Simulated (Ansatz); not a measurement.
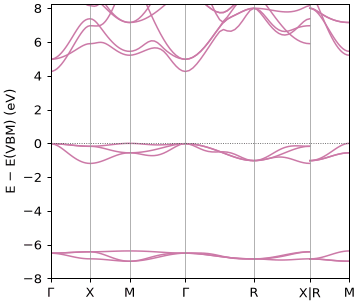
Figure: Band structure from plane-wave PAW PBE (Ansatz code)

### Question
Read off the gap and where the band edges lie.

### Answer
About 4.3 eV (4.25 eV by a search for the band edges); maximum at M, minimum at Γ.

The material is CsBr (CsCl type, Pm-3m).

The cell was relaxed with PBE under the symmetry of its start. Spin–orbit coupling is left out wherever it is not named.

Potentials: the later of the program's two PAW sets.
